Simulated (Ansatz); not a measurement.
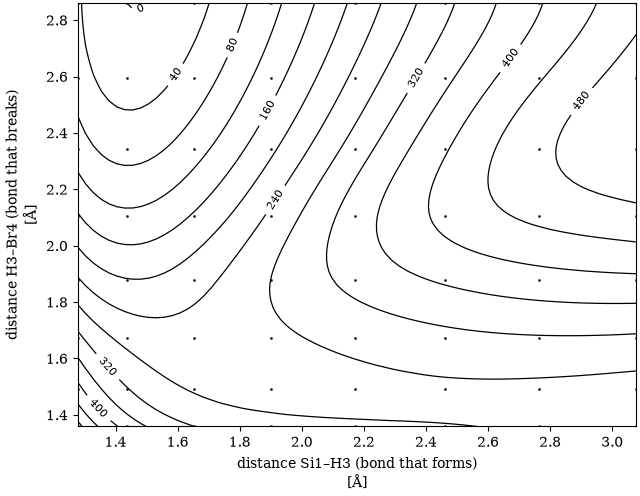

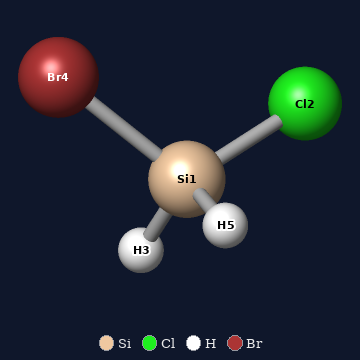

Energy landscape of the reacting system BrClH2Si (fragments ClHSi + BrH where the first distance is long, BrClH₂Si where the second is long). The first coordinate is: distance Si1–H3 (bond that forms); the second: distance H3–Br4 (bond that breaks). Relaxed at each point: all other coordinates. The grid has 8 × 8 points. Points are written as (first, second). All energies are given in kJ/mol relative to the lowest grid point. The reference is spin-restricted, so regions where a bond is pulled apart into radicals lie too high. These are results of Ansatz 0.2.0, RKS r2SCAN-D4/def2-SVP, not measurements.

In the figure: contour lines labelled in kJ/mol, dots at the grid points. Between grid points the surface is interpolated. The second picture is the structure at the lowest point.

What does the map say about the system?

Answer. The lowest grid point is at (1.436 Å, 2.859 Å). It lies at the edge of the scanned range, so the true minimum may lie outside. The highest grid point, (3.078 Å, 2.344 Å), lies 510 kJ/mol above the lowest. On the interpolated surface the lowest path from the side where the first distance is long, about (3.08 Å, 1.42 Å), to the side where the second distance is long, about (1.48 Å, 2.86 Å), has its top at about (2.42 Å, 1.45 Å), about 10 kJ/mol above the start and 270 kJ/mol above the end.

Grid values (kJ/mol):

| second ↓, first → | 1.278 | 1.436 | 1.654 | 1.902 | 2.172 | 2.460 | 2.763 | 3.078 |
| --- | --- | --- | --- | --- | --- | --- | --- | --- |
| 2.859 | 46 | 0 | 27 | 108 | 210 | 310 | 397 | 466 |
| 2.596 | 62 | 23 | 57 | 143 | 249 | 350 | 436 | 500 |
| 2.344 | 102 | 66 | 104 | 193 | 298 | 396 | 470 | 510 |
| 2.104 | 164 | 129 | 165 | 248 | 340 | 409 | 448 | 468 |
| 1.879 | 244 | 202 | 224 | 281 | 331 | 365 | 384 | 392 |
| 1.672 | 331 | 269 | 256 | 271 | 293 | 309 | 317 | 315 |
| 1.491 | 412 | 323 | 277 | 267 | 271 | 275 | 274 | 268 |
| 1.359 | 493 | 385 | 320 | 294 | 286 | 282 | 275 | 269 |

Time for the 64 points that were run: 15 min on 1 thread of Arm Neoverse V2, on a shared host.
